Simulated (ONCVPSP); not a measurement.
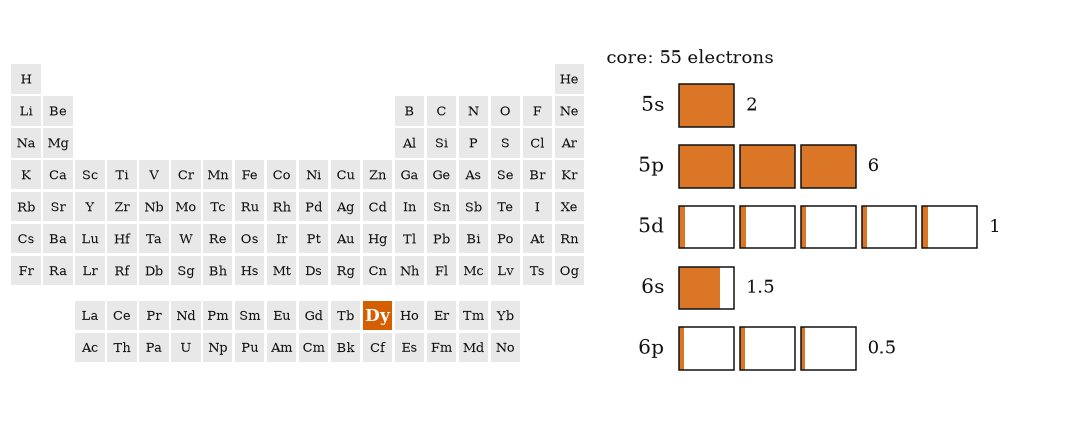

Figure 1. Left, the place of dysprosium in the periodic table; right, the valence shells of the reference configuration: a box for each of the 2l + 1 orbitals, shaded by the share of the shell that is filled, with the electron count at the right.

Run report: Dy, pseudopotential generation

Dysprosium (Dy, Z = 66), core [Kr] 4d10 4f9, reference valence 5s2 5p6 5d1 6s1.5 6p0.5, valence charge 11. Computed at this level: ONCV potential, PBEsol, scalar-relativistic, made with ONCVPSP 4.0.1.

## Output (extracts)
```
ONCVPSP  (Optimized Norm-Conservinng Vanderbilt PSeudopotential)
scalar-relativistic version 4.0.1

#   n    l    f        energy (Ha)
    1    0    2.00    -1.9715364E+03
    2    0    2.00    -3.2855593E+02
    2    1    6.00    -2.9157299E+02
    3    0    2.00    -7.3373057E+01
    3    1    6.00    -6.2022438E+01
    3    2   10.00    -4.7423464E+01
    4    0    2.00    -1.4739561E+01
    4    1    6.00    -1.0997831E+01
    4    2   10.00    -5.9034175E+00
    4    3    9.00    -3.6427701E-01
    5    0    2.00    -1.9680307E+00
    5    1    6.00    -1.0736850E+00
    5    2    1.00    -1.0561036E-01
    6    0    1.50    -1.7225788E-01
    6    1    0.50    -6.0241076E-02

Reference configufation results
  iterations    34
  all-electron total energy (Ha)   -1.21530247D+04

Begin loop to  construct optimized pseudo wave functions
and semi-local pseudopoentials for all angular momenta

Calculating optimized projector #   1

 for l=   0

    Fraction of norm inside rc  0.962352
    Optimizing pswf for qcut=   4.30 a_B^-1,  ecut=   9.26 Ha
    Residual kinetic energy error=  2.20D-04 Ha

    Energy error per electron        Cutoff
         Ha          eV             Ha
         0.01000     0.27211        3.09
         0.00100     0.02721        7.06
         0.00010     0.00272       18.80
         0.00001     0.00027       38.58

Calculating optimized projector #   2

 for l=   0

    Fraction of norm inside rc  0.070547
    Optimizing pswf for qcut=   4.30 a_B^-1,  ecut=   9.26 Ha
    Residual kinetic energy error=  2.72D-04 Ha

    Energy error per electron        Cutoff
         Ha          eV             Ha
         0.01000     0.27211        2.62
         0.00100     0.02721        7.16
         0.00010     0.00272       14.60
         0.00001     0.00027       44.54

Calculating optimized projector #   1

 for l=   1

    Fraction of norm inside rc  0.928341
    Optimizing pswf for qcut=   5.31 a_B^-1,  ecut=  14.08 Ha
    Residual kinetic energy error=  2.69D-07 Ha

    Energy error per electron        Cutoff
         Ha          eV             Ha
         0.01000     0.27211        6.08
         0.00100     0.02721        7.95
         0.00010     0.00272        9.44
         0.00001     0.00027       10.76

Calculating optimized projector #   2

 for l=   1

    Fraction of norm inside rc  0.031649
    Optimizing pswf for qcut=   5.31 a_B^-1,  ecut=  14.08 Ha
    Residual kinetic energy error=  1.27D-06 Ha

    Energy error per electron        Cutoff
         Ha          eV             Ha
         0.01000     0.27211        3.82
         0.00100     0.02721        5.93
         0.00010     0.00272        7.51
         0.00001     0.00027        9.42

Calculating optimized projector #   1

 for l=   2

    Fraction of norm inside rc  0.654679
    Optimizing pswf for qcut=   6.39 a_B^-1,  ecut=  20.45 Ha
    Residual kinetic energy error=  5.26D-10 Ha

    Energy error per electron        Cutoff
         Ha          eV             Ha
         0.01000     0.27211        6.38
         0.00100     0.02721        8.86
         0.00010     0.00272       11.05
         0.00001     0.00027       12.98

Construct Vanderbilt / Kleinmman-Bylander projectors

B matrix Hermiticity error, ll=   0
   1   2    1.6114E-04

  Orthonormal projector coefficients  1.8784E+00 -2.1621E-01

B matrix Hermiticity error, ll=   1
   1   2    5.2158E-05

  Orthonormal projector coefficients  8.1662E-01 -2.0676E-01

Model core correction analysis
  based on d2Exc/dn_idn_j

d2excae - all-electron derivatives

   -2.567136D-02   -2.254307D-02   -8.222840D-03   -1.518236D-03
   -7.441773D-04
   -2.254717D-02   -2.293070D-02   -1.174796D-02   -2.423929D-03
   -6.769389D-04
   -8.306872D-03   -1.203603D-02   -1.355133D-02   -6.144178D-03
   -9.528286D-04
   -1.657112D-03   -2.955426D-03   -7.278226D-03   -5.555049D-03
   -1.008102D-03
   -8.098410D-04   -9.458029D-04   -1.851566D-03   -1.608711D-03
   -3.493871D-04

d2excps - pseudofunction derivatives with no core correction

   -4.500367D-02   -3.203428D-02   -9.890766D-03   -3.115190D-03
   -1.250255D-03
   -3.203942D-02   -3.024729D-02   -1.380396D-02   -3.152789D-03
   -1.014884D-03
   -9.978077D-03   -1.410287D-02   -1.508458D-02   -6.709456D-03
   -1.087719D-03
   -3.260051D-03   -3.704433D-03   -7.887556D-03   -6.157364D-03
   -1.152291D-03
   -1.318485D-03   -1.293931D-03   -2.020848D-03   -1.775720D-03
   -4.047662D-04

rms 2nd derivative error    5.027907E-03

Polynomial model core charge

d2excps - pseudofunction derivatives with core correction

   -2.383806D-02   -2.065594D-02   -7.833827D-03   -1.564133D-03
   -6.830796D-04
   -2.065989D-02   -2.221365D-02   -1.176209D-02   -2.365294D-03
   -6.591198D-04
   -7.917771D-03   -1.205008D-02   -1.371950D-02   -6.131223D-03
   -9.519681D-04
   -1.702944D-03   -2.896686D-03   -7.265336D-03   -5.562854D-03
   -1.005617D-03
   -7.487047D-04   -9.279251D-04   -1.850731D-03   -1.606222D-03
   -3.486582D-04

rms 2nd derivative error    6.737729E-04

Pseudoatom total energy  -39.103182

Diagnostic tests using Vanderbilt-Kleinman-Bylander pseudopotentials
  1 or more projectors used as specified by nproj input data

   l    rcore       rmatch      e in        delta e   norm test  slope test

   0   2.1507385   2.2160395  -1.9680307   0.0000009   1.0001961   1.0001870
   0   2.1507385   2.2160395  -0.1722579   0.0000014   1.0000181   1.0000147

   1   2.3526499   2.4240815  -1.0736850   0.0000000   1.0001152   1.0001160
   1   2.3526499   2.4240815  -0.0602411   0.0000009   1.0000227   1.0000197

   2   3.0065922   3.0978788  -0.1056104  -0.0000001   1.0000001   1.0000019

 Testing for bound ghosts
   n   l    E NL Schr. Eq   E Basis Diag.   E Cutoff

   1   0       -1.968030       -1.968029     57.25
   2   0       -0.172257       -0.146204     57.25

   2   1       -1.073685       -1.073684     40.50
   3   1       -0.060240       -0.009505     40.50

   3   2       -0.105610       -0.104799     49.01

 Testing for highly-localized positive-energy ghosts
       l    <radius>/rc     E Basis Diag.   E Cutoff

Test configuration 0

   n   l     f        eae           eps        diff
   1   0  2.0000-1971.53643430
   2   0  2.0000 -328.55593374
   2   1  6.0000 -291.57298949
   3   0  2.0000  -73.37305738
   3   1  6.0000  -62.02243759
   3   2 10.0000  -47.42346440
   4   0  2.0000  -14.73956098
   4   1  6.0000  -10.99783111
   4   2 10.0000   -5.90341747
   4   3  9.0000   -0.36427701
   5   0  2.0000   -1.96803066   -1.96802972    9.37D-07
   5   1  6.0000   -1.07368498   -1.07368498    0.00D+00
   5   2  1.0000   -0.10561036   -0.10561043   -6.56D-08
   6   0  1.5000   -0.17225788   -0.17225651    1.36D-06
   6   1  0.5000   -0.06024108   -0.06024015    9.23D-07

    Total energies and differences
      AE_ref= -1.21530247D+04  AE_tst= -1.21530247D+04  dif=  0.00D+00
      PS_ref= -3.91031815D+01  PS_tst= -3.91031815D+01  dif= -7.11D-15
      PSP excitation error=  7.11D-15

Test configuration 1

   n   l     f        eae           eps        diff
   1   0  2.0000-1971.51083045
   2   0  2.0000 -328.53058345
   2   1  6.0000 -291.54763856
   3   0  2.0000  -73.34776926
   3   1  6.0000  -61.99714955
   3   2 10.0000  -47.39817589
   4   0  2.0000  -14.71419438
   4   1  6.0000  -10.97245455
   4   2 10.0000   -5.87803662
   4   3  9.0000   -0.33890370
   5   0  2.0000   -1.94239530   -1.94152187    8.73D-04
   5   1  6.0000   -1.04828762   -1.04789529    3.92D-04
   5   2  1.0000   -0.08578482   -0.08573035    5.45D-05
   6   0  2.0000   -0.15751358   -0.15745946    5.41D-05

    Total energies and differences
      AE_ref= -1.21530247D+04  AE_tst= -1.21530800D+04  dif= -5.53D-02
      PS_ref= -3.91031815D+01  PS_tst= -3.91584899D+01  dif= -5.53D-02
      PSP excitation error= -4.88D-06

Test configuration 2

   n   l     f        eae           eps        diff
   1   0  2.0000-1971.75027151
   2   0  2.0000 -328.76882463
   2   1  6.0000 -291.78595215
   3   0  2.0000  -73.58566369
   3   1  6.0000  -62.23505243
   3   2 10.0000  -47.63606480
   4   0  2.0000  -14.95219632
   4   1  6.0000  -11.21047801
   4   2 10.0000   -6.11604349
   4   3  9.0000   -0.57679354
   5   0  2.0000   -2.18059312   -2.18218506   -1.59D-03
   5   1  6.0000   -1.28622444   -1.28708428   -8.60D-04
   5   2  1.0000   -0.30513394   -0.30538495   -2.51D-04
   6   0  1.0000   -0.35114634   -0.35136116   -2.15D-04

    Total energies and differences
      AE_ref= -1.21530247D+04  AE_tst= -1.21528276D+04  dif=  1.97D-01
      PS_ref= -3.91031815D+01  PS_tst= -3.89059568D+01  dif=  1.97D-01
      PSP excitation error= -1.10D-04

Test configuration 3

   n   l     f        eae           eps        diff
   1   0  2.0000-1972.03123275
   2   0  2.0000 -329.04796902
   2   1  6.0000 -292.06522049
   3   0  2.0000  -73.86388290
   3   1  6.0000  -62.51328977
   3   2 10.0000  -47.91433800
   4   0  2.0000  -15.23066594
   4   1  6.0000  -11.48902407
   4   2 10.0000   -6.39463471
   4   3  9.0000   -0.85508195
   5   0  2.0000   -2.45938321   -2.46619944   -6.82D-03
   5   1  6.0000   -1.56332455   -1.56731006   -3.99D-03
   5   2  1.0000   -0.55619711   -0.55775127   -1.55D-03

    Total energies and differences
      AE_ref= -1.21530247D+04  AE_tst= -1.21523728D+04  dif=  6.52D-01
      PS_ref= -3.91031815D+01  PS_tst= -3.84503873D+01  dif=  6.53D-01
      PSP excitation error= -9.12D-04

Test configuration 4

   n   l     f        eae           eps        diff
   1   0  2.0000-1971.96299579
   2   0  2.0000 -328.97020344
   2   1  6.0000 -291.98880827
   3   0  2.0000  -73.77705085
   3   1  6.0000  -62.42668588
   3   2 10.0000  -47.82830419
   4   0  2.0000  -15.14568270
   4   1  6.0000  -11.40488554
   4   2 10.0000   -6.31126124
   4   3  9.0000   -0.76613136
   5   0  2.0000   -2.35563694   -2.38001829   -2.44D-02
   5   1  5.0000   -1.44304830   -1.45934200   -1.63D-02
   5   2  1.0000   -0.40348260   -0.40792983   -4.45D-03
   6   0  2.0000   -0.40418380   -0.40592052   -1.74D-03

    Total energies and differences
      AE_ref= -1.21530247D+04  AE_tst= -1.21518418D+04  dif=  1.18D+00
      PS_ref= -3.91031815D+01  PS_tst= -3.79116135D+01  dif=  1.19D+00
      PSP excitation error= -8.73D-03
```

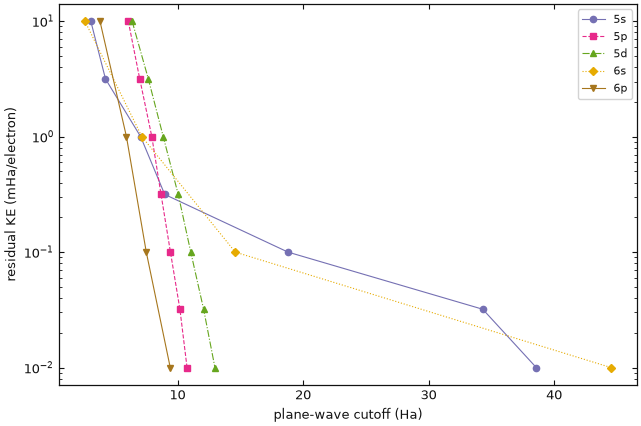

Figure 2. Residual kinetic energy of the pseudo-waves (the first of each channel, and further valence shells) beyond the plane-wave cutoff, as the generator prints it.

- Cutoffs for the occupied states: 8.9 Ha for 1 mHa and 19 Ha for 0.1 mHa per electron. The first is set by 5d.
- Cutoffs for 1 mHa per electron: 5d: 8.9 Ha; 5p: 8.0 Ha; 6s: 7.2 Ha; 5s: 7.1 Ha; 6p: 5.9 Ha.

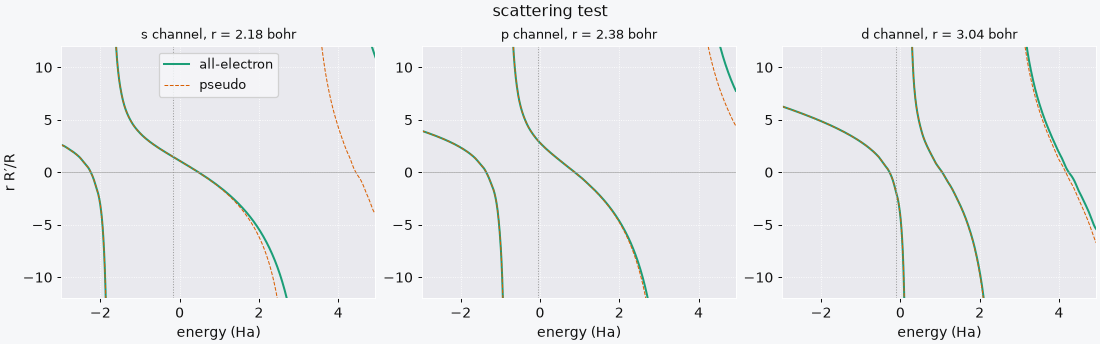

Figure 3. Logarithmic derivatives r R′/R at the test radius against energy, all-electron atom (solid) and pseudo-atom (dashed). Here R(r) is the radial function. The dotted line marks the reference energy of the channel. Not drawn: f: not judged.

- Poles, where the radial function vanishes at the test radius: s: all-electron at -1.8 and 3.7 Ha, pseudo at -1.8 and 3.1 Ha; p: all-electron at -0.8 and 3.6 Ha, pseudo at -0.8 and 3.4 Ha; d: all-electron at 0.2 and 2.6 Ha, pseudo at 0.2 and 2.6 Ha.
- Zeros of the logarithmic derivative: s: all-electron -2.2 and 0.5 Ha, pseudo -2.2, 0.5 and 4.4 Ha; p: all-electron -1.4 and 0.9 Ha, pseudo -1.4 and 0.9 Ha; d: all-electron -0.3, 1.1 and 4.2 Ha, pseudo -0.3, 1.1 and 4.2 Ha.

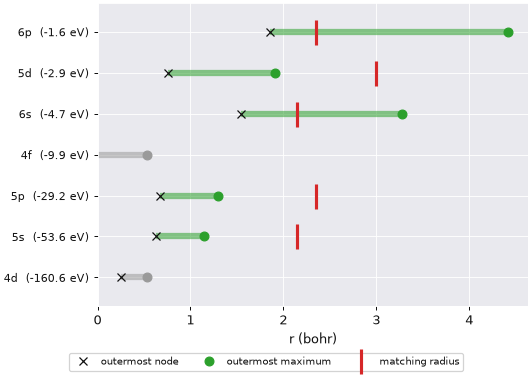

Figure 4. Outer shells of the all-electron reference atom: each bar runs from the outermost node (or the nucleus) to the outermost maximum of u(r); the tick is the radius chosen for the pseudo-wave. Shells without a tick have no pseudo-wave of their own. Levels, nodes and maxima are from ld1.x, scalar-relativistic.

- Radii against the shells: 5s: 2.15 bohr, outside the maximum; 5p: 2.35 bohr, outside the maximum; 6s: 2.15 bohr, between node and maximum; 5d: 3.00 bohr, outside the maximum; 6p: 2.35 bohr, between node and maximum.

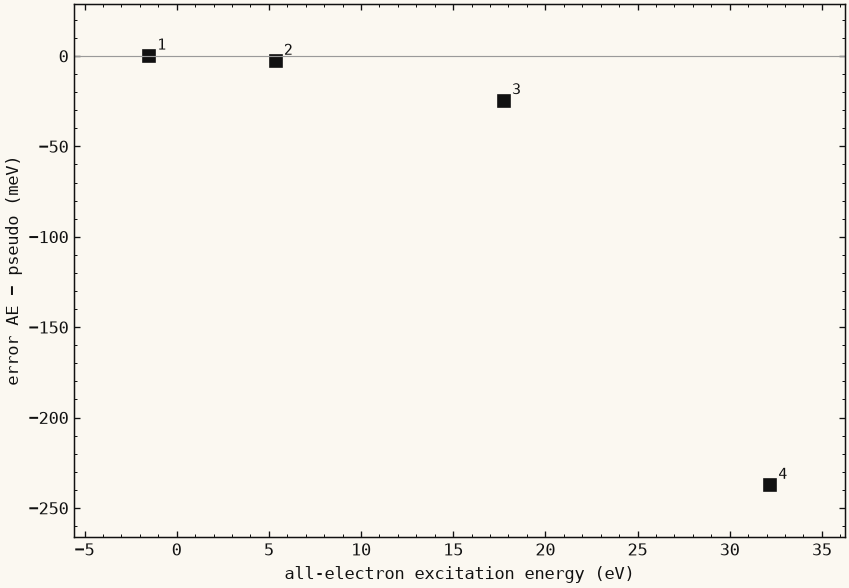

Figure 5. Errors, all-electron minus pseudo, of the energies of valence configurations relative to the unpolarised reference 5s2 5p6 5d1 6s1.5 6p0.5. Points: 1 = 5s2 5p6 5d1 6s2 6p0; 2 = 5s2 5p6 5d1 6s1 6p0; 3 = 5s2 5p6 5d1 6s0 6p0; 4 = 5s2 5p5 5d1 6s2 6p0.

- Worst configuration: 5s2 5p5 5d1 6s2 6p0 (charge +1): the error is -238 meV on an all-electron energy of +32.19 eV relative to the reference, or 0.74 %.
- Errors in meV: 5s2 5p6 5d1 6s2 6p0: -0.1; 5s2 5p6 5d1 6s1 6p0: -3.0; 5s2 5p6 5d1 6s0 6p0: -25; 5s2 5p5 5d1 6s2 6p0: -238.

## Input file
```
# ATOM AND REFERENCE CONFIGURATION
# atsym  z   nc   nv     iexc    psfile
  Dy 66.00   10    5  -116133      upf
#
#   n    l    f
    1    0    2.00
    2    0    2.00
    2    1    6.00
    3    0    2.00
    3    1    6.00
    3    2   10.00
    4    0    2.00
    4    1    6.00
    4    2   10.00
    4    3    9.00
    5    0    2.00
    5    1    6.00
    5    2    1.00
    6    0    1.50
    6    1    0.50
#
# PSEUDOPOTENTIAL AND OPTIMIZATION
# lmax
    2
#
#   l,   rc,      ep,       ncon, nbas, qcut
    0    2.15    0.00    4    8    4.30
    1    2.35    0.00    4    7    5.30
    2    3.00    0.00    5   10    6.40
#
# LOCAL POTENTIAL
# lloc, lpopt,  rc(5),   dvloc0
    4    3    2.05    0.00
#
# VANDERBILT-KLEINMAN-BYLANDER PROJECTORs
# l, nproj, debl
    0    2    2.30
    1    2    3.20
    2    1    0.60
#
# MODEL CORE CHARGE
# icmod, fcfact, rcfact
    1    0.40    0.00
#
# LOG DERIVATIVE ANALYSIS
# epsh1, epsh2, depsh
   -3.00    5.00    0.02
#
# OUTPUT GRID
# rlmax, drl
    6.00    0.01
#
# TEST CONFIGURATIONS
# ncnf
    4
# nvcnf
#   n    l    f
    5
    5    0    2.00
    5    1    6.00
    5    2    1.00
    6    0    2.00
    6    1    0.00
#
    5
    5    0    2.00
    5    1    6.00
    5    2    1.00
    6    0    1.00
    6    1    0.00
#
    5
    5    0    2.00
    5    1    6.00
    5    2    1.00
    6    0    0.00
    6    1    0.00
#
    5
    5    0    2.00
    5    1    5.00
    5    2    1.00
    6    0    2.00
    6    1    0.00
#
```

Launched with:
```bash
oncvpsp.x < Dy.dat > Dy.out
```

## Results in brief

- outcome: generated
- cutoffs needed: 8.9 Ha and 19 Ha (the cutoffs at which the residual kinetic energy of the hardest occupied pseudo-wave falls to 1 and 0.1 mHa per electron)
- ghost test: no bound ghost flagged; no localised positive-energy state flagged
- largest excitation error: -238 meV (all-electron minus pseudo) for 5s2 5p5 5d1 6s2 6p0, out of 4 test configurations
- rms error of d²Exc/dni dnj: 5.03 mHa without and 0.67 mHa with the model core
- range over which the phases arctan(r R′/R) at the test radius agree within 0.05 rad (a looser test near the poles than one of phase shifts): s: up to about 3.1 Ha; p: up to about 4.6 Ha; d: up to about 3.8 Ha; f: not judged, local potential alone
- hardware: 1 CPU thread, shared host
- wall time: 8.5 s

## Remarks

The scattering phases part by more than π/2 and stay apart in s from about 4.5 Ha: a level there is either far displaced or one that only the pseudo-atom has. The open f shell is frozen into the core, so the potential fits one valence alone and carries no f magnetism.
